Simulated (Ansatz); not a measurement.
**HS (SMILES [SH]): UCAM-B3LYP/3-21G**

Aim: the electronic atomisation energy of HS at UCAM-B3LYP/3-21G, from 3 runs. 

The calculation is run with Ansatz 0.2.0.

55 further runs of the same task are left out: 2 that didn't finish, 53 set aside as unsound or not needed.

### 1 The system as given

HS has 2 atoms, charge 0, and is taken as a doublet. SMILES: `[SH]`. The coordinates come from a GFN2-xTB relaxation.

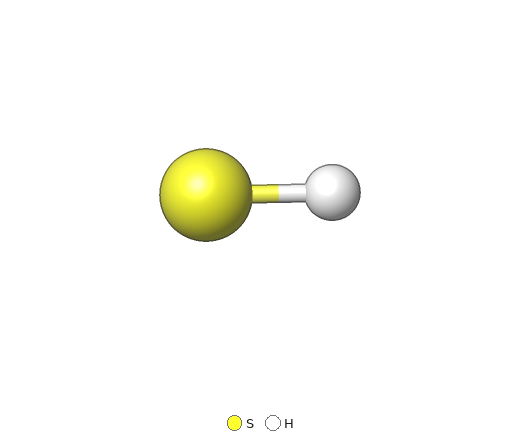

The structure, seen from a chosen angle (sulfur yellow, hydrogen white).

### 2 A single-point energy at UCAM-B3LYP/3-21G

Contents of input.yaml:

```yaml
crystal:
  periodic: [false, false, false]
  atoms:
    - {symbol: S, position_ang: [0.568010, -0.185670, 0.292090]}
    - {symbol: H, position_ang: [-0.568010, 0.185670, -0.292090]}
basis:
  gaussian:
    orbitals: 3-21G.json
magnetization:
  spin_polarized: true
  initial_magnetization: 1
hamiltonian:
  xc: {name: CAM-B3LYP}
accuracy: high
```

The basis set 3-21G is read from a file made from the Basis Set Exchange's data (not shown).

Run with:

```
ansatz run input.yaml --threads 1 --pin off --max-ram 2610MiB --events-out events.jsonl --progress --plain --runs-dir runs
```

The program printed:

```text
Warning: RAYON_NUM_THREADS=1 ignored (pool sized by the plan → 1); use --threads N
Functional definition: CAM-B3LYP
  name "CAM-B3LYP"
  parameter alpha = 0.19
  parameter beta = 0.46
  parameter omega = 0.33/bohr
  parameter ac = 0.81
  exchange = (1 - alpha - beta)*b88_x + beta*b88_x_sr(omega) + alpha*exact_x + beta*exact_x_lr(omega)
  correlation = (1 - ac)*vwn5_c + ac*lyp_c
269 factors; integrals over basis functions are off by at most 3.7e-9 eV
107 factors; integrals over basis functions are off by at most 2.2e-9 eV
mean field evaluation 1: about -10796.4384 eV, gradient 5.1e0 eV
mean field evaluation 2: about -10796.6102 eV, gradient 2.5e0 eV
mean field evaluation 4: about -10796.6474 eV, gradient 5.3e-2 eV
mean field evaluation 8: about -10796.6421 eV, gradient 7.4e-4 eV
mean field evaluation 16: about -10796.6421 eV, gradient 4.0e-8 eV
mean field -10796.64209525 eV, -396.7692787734 hartree, gradient 4.0e-8 eV, S^2 0.750747; 0 other end points of the search recorded, 0 dependent functions left out
reference -10796.64210623 eV, -396.7692791772 hartree; 9, 8 occupied and 6, 7 virtual orbitals, 269 factors
Total energy: -10796.64210623 eV, -396.7692791772 hartree
```

It took 0.7 s on 1 thread of Arm Neoverse V2, shared host.

### 3 The H atom, same level

Contents of input.yaml:

```yaml
basis:
  gaussian:
    orbitals: 3-21G.json
crystal:
  periodic: [false, false, false]
  atoms:
    - symbol: H
      position_ang: [0.000000, 0.000000, 0.000000]
accuracy: high
magnetization:
  spin_polarized: true
  initial_magnetization: 1
hamiltonian:
  xc: {name: CAM-B3LYP}
```

The basis set 3-21G is read from a file made from the Basis Set Exchange's data (not shown).

Run the same way, it converges to -0.49377 Eh (log not shown).

### 4 The S atom, same level

Contents of run.yaml:

```yaml
crystal:
  periodic: [false, false, false]
  atoms:
    - {symbol: S, position_ang: [0.000000, 0.000000, 0.000000]}
basis:
  gaussian:
    orbitals: 3-21G.json
total_charge: 0
magnetization:
  spin_polarized: true
  initial_magnetization: 2
hamiltonian:
  xc: {name: CAM-B3LYP}
accuracy: high
```

The basis set 3-21G is read from a file made from the Basis Set Exchange's data (not shown).

Run the same way, it converges to -396.15555 Eh (log not shown).

### 5 Outcome

At UCAM-B3LYP/3-21G:

```
                     quantity          value
       molecule: total energy  -396.76928 Eh
               molecule: ⟨S²⟩          0.751
         H atom: total energy    -0.49377 Eh
                 H atom: ⟨S²⟩          0.750
         S atom: total energy  -396.15555 Eh
                 S atom: ⟨S²⟩          2.000
electronic atomisation energy       3.264 eV
```

Taking the molecule apart into free atoms costs 3.26 eV (315 kJ/mol), before zero-point energy and without spin-orbit coupling. The basis has no polarisation functions, which makes bonds too weak.
